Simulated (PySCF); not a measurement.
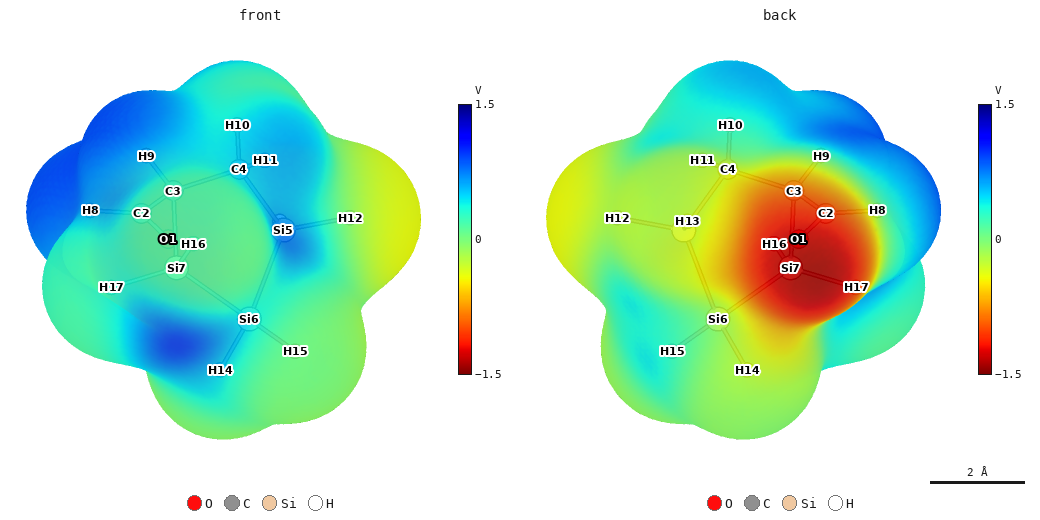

Figure 1: C$_{3}$H$_{10}$OSi$_{3}$. The electrostatic potential painted on the density surface at 0.001 e/bohr³, seen from the front and from behind; the colour scale runs from red (negative) to blue (positive).

Geometry: GFN2-xTB.

These are results of PySCF, PBE0/pcSseg-1, SCF density, gas phase, non-relativistic, not measurements.

The calculation's input:

```
{"job": {"kind": "nmr", "xc": "PBE0", "basis": "pcSseg-1"}, "charge": 0, "multiplicity": 1}
O      1.106528    -0.378211    -1.631024
C      1.612872     0.286052    -0.742790
C      1.102939     0.315793     0.609808
C      0.461833    -1.011724     0.990008
Si    -0.750686    -1.637099    -0.363698
Si    -1.744868     0.405951    -0.870860
Si    -0.297974     1.695939     0.419870
H      2.447968     0.968779    -0.977659
H      1.848885     0.657584     1.326154
H      1.249492    -1.748758     1.161732
H     -0.068085    -0.901328     1.938214
H     -1.699765    -2.493524     0.393861
H     -0.172925    -2.539518    -1.351993
H     -1.774594     0.872882    -2.261718
H     -3.129651     0.608418    -0.410401
H     -0.598030     2.014126     1.823646
H      0.399062     2.896669    -0.063060
```

Command:

```sh
OMP_NUM_THREADS=1 python probes_run.py task.json out
```

Question: Describe the electrostatic potential map.

Answer: The most negative region (about −1.3 V) lies over O1, the most positive (about +0.9 V) over the C, H and Si atoms. O1 is the likeliest acceptor of a hydrogen bond.

Question: What dipole moment does the calculation give?

Answer: Its dipole moment is 2.52 D.
